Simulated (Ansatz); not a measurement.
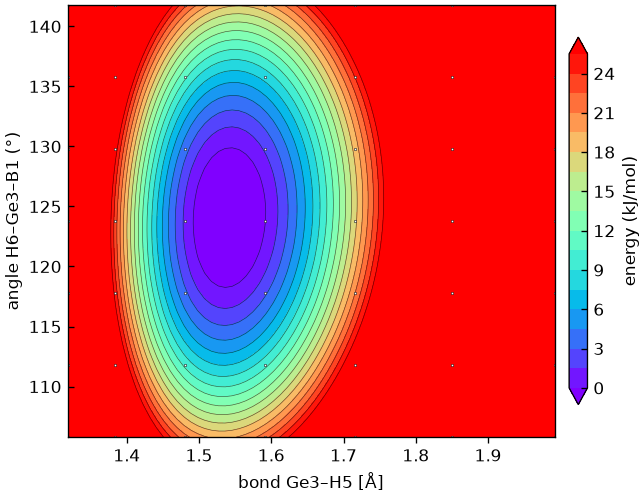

BGeH3S, SMILES [BH]1[S][GeH2]1. 
- Two internal coordinates are moved rigidly from the geometry relaxed at PBE0-D4/def2-TZVP, all others fixed.
- Coordinates scanned: (1) bond Ge3–H5; (2) angle H6–Ge3–B1.
- Grid: 7 × 7 points.
- Points are written as (first, second).
- All energies are given in kJ/mol relative to the lowest grid point.
- Theory: Ansatz 0.2.0, RHF-CCSD(T), frozen core with filled d shells/def2-TZVPP.

The picture shows filled contours, dots at the grid points, one colour for all values above the top of the scale. Between grid points the surface is interpolated.

> Where is the minimum, and how stiff is the well along each coordinate?

The interpolated minimum is at bond Ge3–H5 ≈ 1.541 Å, angle H6–Ge3–B1 ≈ 124.1°. The curvatures there are about 17 eV/Å² and 4.3 eV/rad², with a cross term of about −0.6 eV/(Å·rad). Round the minimum the two coordinates are weakly coupled (coupling −0.07 in units of the two stiffnesses). (1 eV is 96.5 kJ/mol.)
